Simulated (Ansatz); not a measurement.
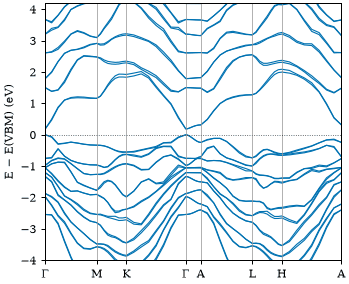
Band structure from DFT-PBE+D3(BJ) with spin–orbit coupling in the program Ansatz with PAW potentials

Task: Read off the gap and where the band edges lie.

Result: About 0.2 eV (0.18 eV by a search for the band edges); maximum at Γ, minimum at Γ.

The material is Bi2H3NSe3 in space group P3m1 (No. 156; Pearson symbol hP9).

A made-up cell: these elements were put on the sites of a structure type; neither database checked (COD, Materials Project) lists it. Its standing as an ambient phase is unchecked. The cell was relaxed with PBE+D3(BJ) under the symmetry of its start. At this level the phase is dynamically unstable (imaginary phonons).

Potentials: the later of the program's two PAW sets.
